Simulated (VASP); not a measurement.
## A VASP study of GaAs (LDA): structure first, properties next

Aim: relax GaAs with LDA, compute its properties on that cell and hold them against experiment. The steps: full relaxation (LDA), second relaxation, density, ELF and potential (LDA), bands along the symmetry lines (LDA), total and projected DOS (LDA), vibrations at Γ (LDA), independent-particle dielectric function (LDA), bands along the symmetry lines (LDA + SOC), band structure (HSE06) and bands along the symmetry lines (TB-mBJ). The start is a cell from a database of measured crystal structures.

Main program and level: VASP 6.6.1; LDA; plane waves and PAW (Ga_d, As), in the first sound run; inputs show where later runs differ.

**What experiment says.**

For GaAs, zincblende (commercial semi-insulating (001) wafer, relaxed), “Investigation of Radiation Effect on Structural and Optical Properties of GaAs under High-Energy Electron Irradiation” (2022, pmc:9457441) gives, by high-resolution XRD, reciprocal space mapping: lattice constant a (cubic a from (004) reciprocal space maps; peak position was aligned …) 5.653 Å [Peak position aligned to 66.049 deg for all samples, so the value is effectively fixed by …].

“Evidence of valence band perturbations in GaAsN/GaAs(001): A combined variable-angle spectroscopic ellipsometry and modulated photoreflectance investigation” (2008, arxiv:0805.2212) reports for GaAs, zincblende, by variable-angle spectroscopic ellipsometry, parametric critical-point fit (semi-insulating GaAs(001) reference substrate with native oxide, 300 K): band gap (direct gap E0 at Gamma from ellipsometry) 1.412 ± 0.01 eV.

### Step 1. The starting structure

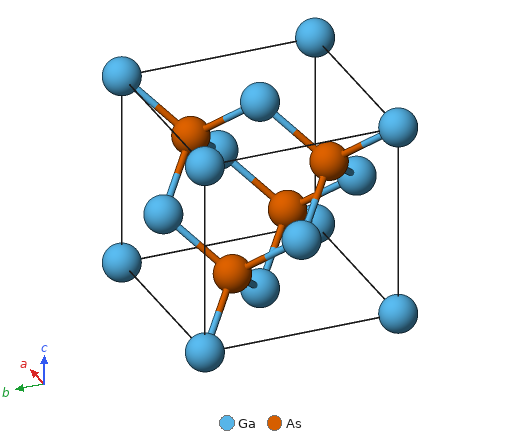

Start, viewed from a free direction; gallium blue, arsenic orange. This picture shows the conventional cell, with its axes. Bonds to atoms that aren't drawn are left out. Some periodic images of atoms are drawn too.

### Step 2. Full relaxation (LDA)

Properties are meant for the cell that this level of theory prefers, so cell and atoms are relaxed first (ISIF = 3) until forces and stress are small; EDIFFG sets the threshold. LDA, the lowest rung, knows the local density alone.

The input, INCAR:

```
SYSTEM = GaAs
PREC = Accurate
ENCUT = 400
EDIFF = 1E-06
NELM = 100
ISMEAR = 0
SIGMA = 0.05
LREAL = .FALSE.
ALGO = Normal
GGA = CA
NBANDS = 15
LORBIT = 11
LWAVE = .FALSE.
LCHARG = .FALSE.
KPAR = 2
IBRION = 2
NSW = 60
ISIF = 3
EDIFFG = -0.01
```

The input, POSCAR:

```
GaAs
1.0
    0.0000000000      2.8268500000      2.8268500000
    2.8268500000      0.0000000000      2.8268500000
    2.8268500000      2.8268500000      0.0000000000
Ga As
1 1
Direct
    0.0000000000      0.0000000000      0.0000000000
    0.2500000000      0.2500000000      0.2500000000
```

The input, KPOINTS:

```
Automatic mesh
0
Gamma
7 7 7
0 0 0
```

Potentials, in the order of the species: Ga_d and As (LDA family, release 64).

Run with:

```console
$ mpirun -np 2 vasp_std
```

The program printed:

```text
[banner, memory and clock lines left out]
running    2 mpi-ranks, on    1 nodes
 distrk:  each k-point on    1 cores,    2 groups
 distr:  one band on    1 cores,    1 groups

 POSCAR found type information on POSCAR GaAs
 POSCAR found :  2 types and       2 ions
 LDA part: xc-table for (Slater(with rela. corr.)+CA(PZ))
 , standard interpolation
 POSCAR, INCAR and KPOINTS ok, starting setup
 FFT: planning ... GRIDC
 FFT: planning ... GRID_SOFT
 FFT: planning ... GRID
 WAVECAR not read
 entering main loop
       N       E                     dE             d eps       ncg     rms          rms(c)
DAV:   1     0.789281490106E+02    0.78928E+02   -0.80905E+03   600   0.143E+03
DAV:   2    -0.337667849479E+01   -0.82305E+02   -0.78836E+02   649   0.297E+02
DAV:   3    -0.974768494273E+01   -0.63710E+01   -0.63512E+01   726   0.680E+01
DAV:   4    -0.985144192074E+01   -0.10376E+00   -0.10374E+00   736   0.972E+00
DAV:   5    -0.985287879340E+01   -0.14369E-02   -0.14369E-02   768   0.103E+00    0.299E+00
DAV:   6    -0.966844440594E+01    0.18443E+00   -0.23053E-01   921   0.859E+00    0.175E+00
DAV:   7    -0.962783032915E+01    0.40614E-01   -0.63707E-02   815   0.192E+00    0.524E-01
DAV:   8    -0.962455404508E+01    0.32763E-02   -0.89170E-03   775   0.108E+00    0.100E-01
DAV:   9    -0.962453184328E+01    0.22202E-04   -0.71214E-04   755   0.346E-01    0.433E-02
DAV:  10    -0.962453789110E+01   -0.60478E-05   -0.38965E-05   878   0.624E-02    0.229E-02
DAV:  11    -0.962454293623E+01   -0.50451E-05   -0.65815E-06   719   0.402E-02    0.220E-03
DAV:  12    -0.962454282790E+01    0.10834E-06   -0.38349E-07   468   0.918E-03
   1 F= -.96245428E+01 E0= -.96245428E+01  d E =-.962454E+01
 curvature:   0.00 expect dE= 0.000E+00 dE for cont linesearch  0.000E+00
 trial: gam= 0.00000 g(F)=  0.305E-45 g(S)=  0.194E-01 ort = 0.000E+00 (trialstep = 0.100E+01)
 search vector abs. value=  0.194E-01
 bond charge predicted
       N       E                     dE             d eps       ncg     rms          rms(c)
DAV:   1    -0.985793603231E+01   -0.23339E+00   -0.26717E+00   747   0.290E+01    0.277E+00
DAV:   2    -0.967734510100E+01    0.18059E+00   -0.32088E-01   740   0.147E+01    0.121E+00
DAV:   3    -0.963497405986E+01    0.42371E-01   -0.36608E-02   761   0.353E+00    0.313E-01
DAV:   4    -0.963037210051E+01    0.46020E-02   -0.41199E-03   647   0.730E-01    0.975E-02
DAV:   5    -0.962970132624E+01    0.67077E-03   -0.36903E-04   734   0.251E-01    0.179E-02
DAV:   6    -0.962969690529E+01    0.44210E-05   -0.16680E-05   869   0.322E-02    0.109E-02
DAV:   7    -0.962969692213E+01   -0.16837E-07   -0.13663E-06   448   0.166E-02
   2 F= -.96296969E+01 E0= -.96296969E+01  d E =-.515409E-02
 trial-energy change:   -0.005154  1 .order   -0.005010   -0.019379    0.009358
 step:   0.6809(harm=  0.6744)  dis= 0.00000  next Energy=    -9.631185 (dE=-0.664E-02)
 bond charge predicted
       N       E                     dE             d eps       ncg     rms          rms(c)
DAV:   1    -0.965418382910E+01   -0.24487E-01   -0.28245E-01   740   0.101E+01    0.864E-01
DAV:   2    -0.963626588195E+01    0.17918E-01   -0.28942E-02   740   0.364E+00    0.394E-01
DAV:   3    -0.963171930393E+01    0.45466E-02   -0.48362E-03   761   0.133E+00    0.855E-02
DAV:   4    -0.963129961045E+01    0.41969E-03   -0.45737E-04   739   0.292E-01    0.306E-02
DAV:   5    -0.963123283909E+01    0.66771E-04   -0.34107E-05   714   0.768E-02    0.708E-03
DAV:   6    -0.963123173583E+01    0.11033E-05   -0.23949E-06   571   0.214E-02    0.434E-03
DAV:   7    -0.963123167405E+01    0.61777E-07   -0.39675E-07   321   0.120E-02
   3 F= -.96312317E+01 E0= -.96312317E+01  d E =-.668885E-02
 curvature:  -0.34 expect dE=-0.320E-07 dE for cont linesearch -0.320E-07
 trial: gam=-0.00221 g(F)=  0.194E-45 g(S)=  0.951E-07 ort = 0.429E-04 (trialstep = 0.936E+00)
 search vector abs. value=  0.100E-09
 reached required accuracy - stopping structural energy minimisation
```

The job ended after 7.6 s (2 MPI ranks of Intel Xeon Platinum 8488C (Sapphire Rapids), shared host; peak memory 0.27 GiB; 14 s of CPU time).

The logs omit lines about the potential files and the build; timing stands in the text.

OUTCAR, selected parts (step 2):

```text
ion  position               nearest neighbor table
   1  0.000  0.000  0.000-   2 2.45   2 2.45   2 2.45   2 2.45
   2  0.250  0.250  0.250-   1 2.45   1 2.45   1 2.45   1 2.45

  LATTYP: Found a face centered cubic cell.
 ALAT       =     5.6537000000

 Subroutine GETGRP returns: Found 24 space group operations
 (whereof 24 operations were pure point group operations)

The static configuration has the point symmetry T_d .

 Found     20 irreducible k-points:

   k-points           NKPTS =     20   k-points in BZ     NKDIM =     20   number of bands    NBANDS=     15

   dimension x,y,z NGX =    28 NGY =   28 NGZ =   28
   dimension x,y,z NGXF=    56 NGYF=   56 NGZF=   56

   ENCUT  =  400.0 eV  29.40 Ry    5.42 a.u.   6.52  6.52  6.52*2*pi/ulx,y,z

   NELECT =      18.0000    total number of electrons

 k-points in reciprocal lattice and weights: Automatic mesh
   0.00000000  0.00000000  0.00000000       0.003
   0.14285714  0.00000000  0.00000000       0.023
   0.28571429  0.00000000  0.00000000       0.023
   0.42857143  0.00000000  0.00000000       0.023
   0.14285714  0.14285714  0.00000000       0.017
   0.28571429  0.14285714  0.00000000       0.070
   0.42857143  0.14285714  0.00000000       0.070
  -0.42857143  0.14285714  0.00000000       0.070
  -0.28571429  0.14285714  0.00000000       0.070
[...]
-0.42857143  0.42857143  0.14285714       0.070
  -0.28571429  0.42857143  0.14285714       0.070

 average (electrostatic) potential at core
       1 -67.3099       2 -53.5534

 E-fermi :   4.2832

 k-point     1 :       0.0000    0.0000    0.0000
  band No.  band energies     occupation
    ...
      5     -10.8452      2.00000
      6      -8.8989      2.00000
      7       4.0527      2.00000
      8       4.0527      2.00000
      9       4.0527      2.00000
     10       4.5763      0.00000
     11       7.7289      0.00000
     12       7.7289      0.00000
     13       7.7289      0.00000
     14      11.4749      0.00000
    ...

 k-point     2 :       0.1429    0.0000    0.0000
  band No.  band energies     occupation
    ...
      5     -10.8451      2.00000
      6      -8.6530      2.00000
      7       1.7118      2.00000
      8       3.7414      2.00000
      9       3.7414      2.00000
     10       5.6676      0.00000
     11       8.1769      0.00000
     12       8.1769      0.00000
     13       8.4024      0.00000
     14      12.6552      0.00000
    ...

 k-point     3 :       0.2857    0.0000    0.0000
  band No.  band energies     occupation
    ...
      5     -10.8442      2.00000
      6      -7.9832      2.00000
      7      -0.7710      2.00000
      8       3.2249      2.00000
      9       3.2249      2.00000
     10       5.3424      0.00000
     11       8.6834      0.00000
     12       8.6834      0.00000
     13      10.5820      0.00000
     14      12.7322      0.00000
    ...

  Total       -0.0011461     -0.0011461     -0.0011461      0.0000000     -0.0000000      0.0000000
  in kB       -0.0416995     -0.0416995     -0.0416995      0.0000000     -0.0000000      0.0000000
  external PRESSURE =      -0.0416995 kB  Pullay stress =       0.0000000 kB

  energy-cutoff  :      400.00
  volume of cell :       44.04
      direct lattice vectors                 reciprocal lattice vectors
    -0.000000000  2.802824439  2.802824439    -0.178391480  0.178391480  0.178391480
     2.802824439  0.000000000  2.802824439     0.178391480 -0.178391480  0.178391480
     2.802824439  2.802824439 -0.000000000     0.178391480  0.178391480 -0.178391480

 POSITION                                       TOTAL-FORCE (eV/Angst)
 -----------------------------------------------------------------------------------
      0.00000      0.00000      0.00000        -0.000000     -0.000000      0.000000
      1.40141      1.40141      1.40141         0.000000      0.000000     -0.000000
 -----------------------------------------------------------------------------------
    total drift:                                0.000001      0.000001      0.000001

  FREE ENERGIE OF THE ION-ELECTRON SYSTEM (eV)
  ---------------------------------------------------
  free  energy   TOTEN  =        -9.6312316741 eV

  energy  without entropy=       -9.6312316741  energy(sigma->0) =       -9.63123167

 reached required accuracy - stopping structural energy minimisation

 total charge
# of ion       s       p       d       tot
------------------------------------------
    1        0.893   0.833   9.998  11.724
    2        1.214   1.615   0.033   2.862
--------------------------------------------------
tot          2.107   2.448  10.031  14.586

[... 3 further parts left out ...]
```

The gap is read on the k-mesh alone, so it is an upper bound where the band edges lie off the mesh. The run keeps the 24 symmetry operations of its start, so it cannot find a distortion of lower symmetry.

Relaxation path:

```tsv
step	energy less that of the first step (eV)	largest force (eV/Å)	pressure (GPa)	volume (Å³)
1	0.0000	0.0000	-1.84	45.18
2	-0.0052	0.0000	0.92	43.51
3	-0.0067	0.0000	0.00	44.04
```

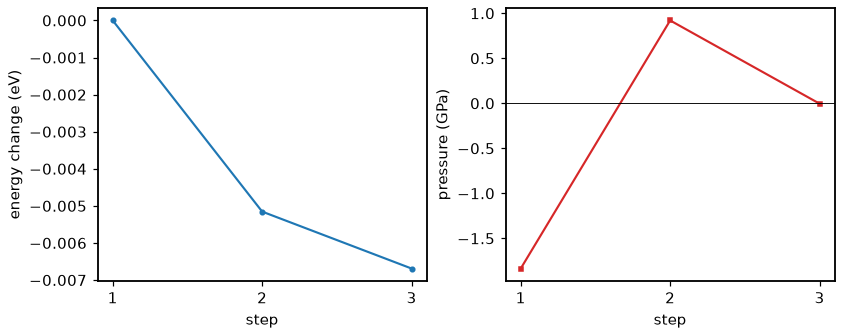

Energy and pressure along the relaxation.

```tsv
conventional cell, symmetrised	before	after	change
a (Å)	5.654	5.606	-0.8 %
b (Å)	5.654	5.606	-0.8 %
c (Å)	5.654	5.606	-0.8 %
volume (Å³/atom)	22.59	22.02	-2.5 %
```

The relaxed structure:

```
Ga As
1.0
     0.00000    2.80282    2.80282
     2.80282    0.00000    2.80282
     2.80282    2.80282    0.00000
Ga As
1 1
Direct
  0.00000 0.00000 0.00000
  0.25000 0.25000 0.25000
```

Numbers from this step:

- electrons: 18
- bands: 15
- irreducible k-points: 20
- symmetry operations: 24
- free energy (TOTEN): -9.631 eV
- Fermi energy: 4.283 eV
- pressure: -0.004170 GPa
- metallic: no
- valence top at k: 0, 0, 0
- conduction bottom at k: 0, 0, 0
- least direct gap at k: 0, 0, 0
- SCF cycles over all ionic steps: 26
- gap on the k-mesh: 0.5236 eV
- least direct gap on the k-mesh: 0.5236 eV

It ends with forces that vanish by symmetry and a pressure of 0.00 GPa. The volume lies -2.5 % from that of the database's start, which holds the thermal and zero-point expansion of its experiment.

### Step 3. Second relaxation

A relaxation keeps the plane waves of the cell it began with, so it is repeated from the new cell, on a basis made for it.

INCAR is that of step 2.

The input, POSCAR:

```
GaAs
1.0
    0.0000000000      2.8028244386      2.8028244386
    2.8028244386      0.0000000000      2.8028244386
    2.8028244386      2.8028244386      0.0000000000
Ga As
1 1
Direct
    0.0000000000      0.0000000000      0.0000000000
    0.2500000000      0.2500000000      0.2500000000
```

KPOINTS is that of step 2.

Run with:

```console
$ mpirun -np 2 vasp_std
```

The program printed:

```text
[... set-up lines as in an earlier step ...]
 entering main loop
       N       E                     dE             d eps       ncg     rms          rms(c)
DAV:   1     0.716185457382E+02    0.71619E+02   -0.80070E+03   616   0.146E+03
DAV:   2    -0.454285750129E+01   -0.76161E+02   -0.73524E+02   656   0.269E+02
DAV:   3    -0.979156368162E+01   -0.52487E+01   -0.52322E+01   726   0.624E+01
DAV:   4    -0.986600675701E+01   -0.74443E-01   -0.74431E-01   742   0.815E+00
DAV:   5    -0.986716769827E+01   -0.11609E-02   -0.11609E-02   747   0.914E-01    0.308E+00
DAV:   6    -0.967620723620E+01    0.19096E+00   -0.23246E-01   928   0.884E+00    0.181E+00
DAV:   7    -0.963303091126E+01    0.43176E-01   -0.67779E-02   801   0.201E+00    0.527E-01
DAV:   8    -0.962981999060E+01    0.32109E-02   -0.92955E-03   754   0.111E+00    0.109E-01
DAV:   9    -0.962979006158E+01    0.29929E-04   -0.72971E-04   748   0.340E-01    0.423E-02
DAV:  10    -0.962979541240E+01   -0.53508E-05   -0.41386E-05   948   0.692E-02    0.224E-02
DAV:  11    -0.962980036202E+01   -0.49496E-05   -0.66132E-06   698   0.397E-02    0.247E-03
DAV:  12    -0.962980024706E+01    0.11496E-06   -0.39637E-07   454   0.938E-03
   1 F= -.96298002E+01 E0= -.96298002E+01  d E =-.962980E+01
 curvature:   0.00 expect dE= 0.000E+00 dE for cont linesearch  0.000E+00
 trial: gam= 0.00000 g(F)=  0.505E-45 g(S)=  0.180E-05 ort = 0.000E+00 (trialstep = 0.100E+01)
 search vector abs. value=  0.180E-05
 reached required accuracy - stopping structural energy minimisation
```

The job ended after 4 s (2 MPI ranks; peak memory 0.25 GiB).

Parts of OUTCAR (step 3):

```text
  LATTYP: Found a face centered cubic cell.
 ALAT       =     5.6056488772

The static configuration has the point symmetry T_d .

 Found     20 irreducible k-points:

   ENCUT  =  400.0 eV  29.40 Ry    5.42 a.u.   6.46  6.46  6.46*2*pi/ulx,y,z

   NELECT =      18.0000    total number of electrons

 E-fermi :   4.2834

 k-point     1 :       0.0000    0.0000    0.0000
  band No.  band energies     occupation
    ...
      5     -10.8446      2.00000
      6      -8.8991      2.00000
      7       4.0526      2.00000
      8       4.0526      2.00000
      9       4.0526      2.00000
     10       4.5761      0.00000
     11       7.7288      0.00000
     12       7.7288      0.00000
     13       7.7288      0.00000
     14      11.4748      0.00000
    ...

 k-point     2 :       0.1429    0.0000    0.0000
  band No.  band energies     occupation
    ...
      5     -10.8447      2.00000
      6      -8.6532      2.00000
      7       1.7116      2.00000
      8       3.7413      2.00000
      9       3.7413      2.00000
     10       5.6674      0.00000
     11       8.1768      0.00000
     12       8.1768      0.00000
     13       8.4023      0.00000
     14      12.6552      0.00000
    ...

  Total       -0.0049879     -0.0049879     -0.0049879      0.0000000      0.0000000      0.0000000
  in kB       -0.1814711     -0.1814711     -0.1814711      0.0000000      0.0000000      0.0000000
  external PRESSURE =      -0.1814711 kB  Pullay stress =       0.0000000 kB

  energy-cutoff  :      400.00
  volume of cell :       44.04
      direct lattice vectors                 reciprocal lattice vectors
     0.000000000  2.802824439  2.802824439    -0.178391480  0.178391480  0.178391480
     2.802824439  0.000000000  2.802824439     0.178391480 -0.178391480  0.178391480
     2.802824439  2.802824439  0.000000000     0.178391480  0.178391480 -0.178391480

 POSITION                                       TOTAL-FORCE (eV/Angst)
 -----------------------------------------------------------------------------------
      0.00000      0.00000      0.00000        -0.000000     -0.000000     -0.000000
      1.40141      1.40141      1.40141         0.000000      0.000000      0.000000
 -----------------------------------------------------------------------------------
    total drift:                                0.000001      0.000001      0.000001

  FREE ENERGIE OF THE ION-ELECTRON SYSTEM (eV)
  ---------------------------------------------------
  free  energy   TOTEN  =        -9.6298002471 eV

  energy  without entropy=       -9.6298002471  energy(sigma->0) =       -9.62980025

[... 6 parts as in an earlier step ...]

[... 6 further parts left out ...]
```

CONTCAR:

```
GaAs
   1.00000000000000
     0.0000000000000000    2.8028244386000001    2.8028244386000001
     2.8028244386000001    0.0000000000000000    2.8028244386000001
     2.8028244386000001    2.8028244386000001    0.0000000000000000
  Ga              As
     1     1
Direct
     0.0000000000000000    0.0000000000000000    0.0000000000000000
     0.2500000000000000    0.2500000000000000    0.2500000000000000
```

Little changed from the start: no atom moved by 0.005 Å and no cell edge by 0.1 %.

Numbers from this step:

| Property | Result |
| --- | --- |
| free energy (TOTEN) | -9.630 eV |
| pressure | -0.01815 GPa |
| SCF cycles over all ionic steps | 12 |
| gap on the k-mesh | 0.5235 eV |
| least direct gap on the k-mesh | 0.5235 eV |

It ends with forces that vanish by symmetry and a pressure of -0.02 GPa. The volume moved by under 0.01 %: the run met its threshold at the first step.

(Continued in part 2 of 5.)

[Lines on the potential files, build, host, timing and source positions are cut from VASP's logs without a mark.]

[Logs are printed without paths, hosts, clocks, repeated set-up lines and the standing remarks that a program may print on its own settings, such as how far it seeks lower states.]

[Hosts, paths, dates, database ids (printed as entryN), source tags and the programs' standing remarks are cut or masked in the printed files.]

[Measured values are set beside computed ones only where the two were judged alike; some that the calculation misses by far are left out.]
